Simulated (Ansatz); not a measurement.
```sh
ansatz run in.yaml --threads 2 --pin off --events-out ev --progress --plain --max-ram 22528MiB --backend cpu
```

```yaml
crystal:
  periodic: [false, false, false]
  atoms:
    - {symbol: Br, position_ang: [0.309492, 0.707060, 2.152363]}
    - {symbol: Bi, position_ang: [-0.855725, -0.346750, 0.103315]}
    - {symbol: Br, position_ang: [1.036881, -1.926708, -0.663916]}
    - {symbol: Br, position_ang: [-0.490648, 1.566408, -1.591772]}
basis:
  gaussian: {orbitals: def2-TZVPP}
total_charge: 1
magnetization: {spin_polarized: true, initial_magnetization: 1}
hamiltonian: {xc: {name: wB97X-V}}
```

Geometry: the geometry of the neutral molecule.

Work out the structure from the coordinates.

Formula BiBr₃⁺. It is an open-shell species. Coordination: 1 Bi trigonal pyramidal.

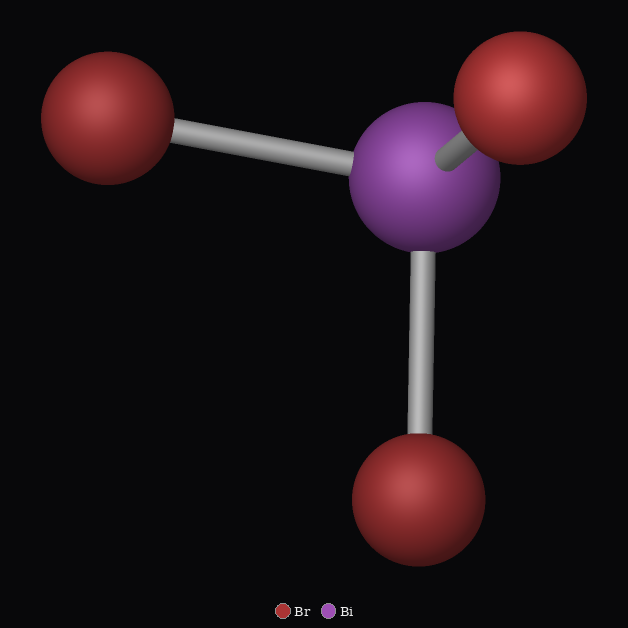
